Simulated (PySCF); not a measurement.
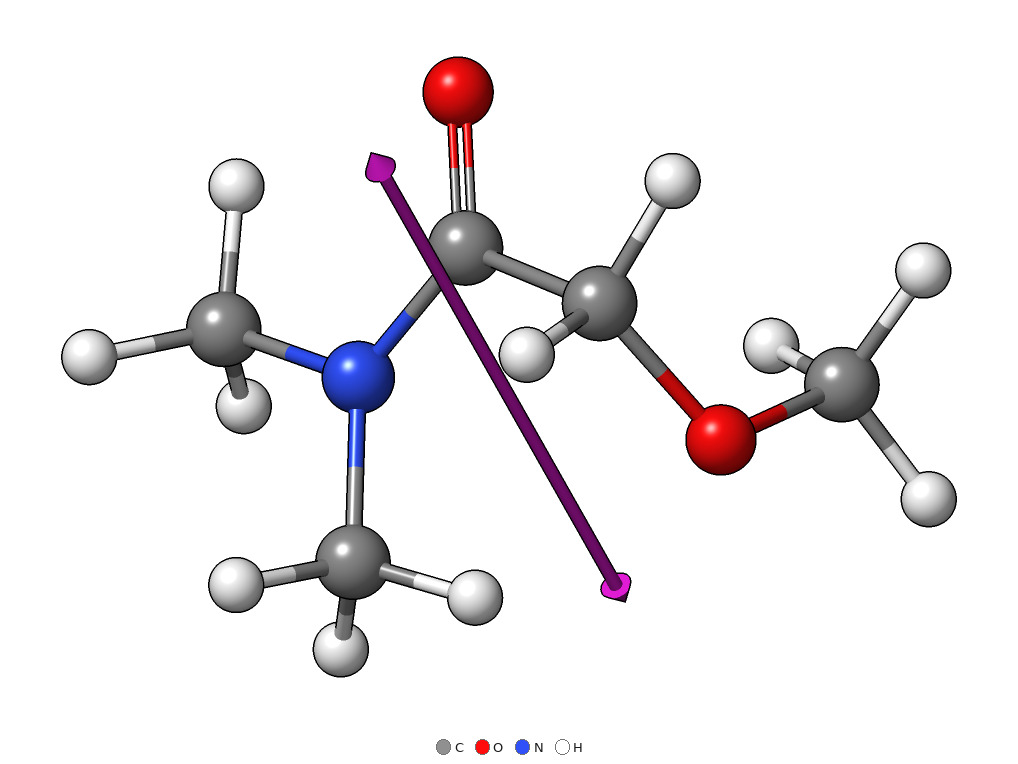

The double arrow shows the direction of the transition dipole to excited singlet state 2 (its length means nothing). The computed structure is the end point of a GFN2-xTB optimisation. No frequency run is at hand to confirm it as a minimum. Method: TDDFT PBE0/def2-SVPD, vertical, gas phase, core orbitals frozen in the response (PySCF 2.14.0).

Question. Where does the transition lie, and how strong is it?

Answer. 6.42 eV (193 nm), oscillator strength 0.020, mainly HOMO → LUMO+1 (weight 0.59); transition dipole 0.91 D.
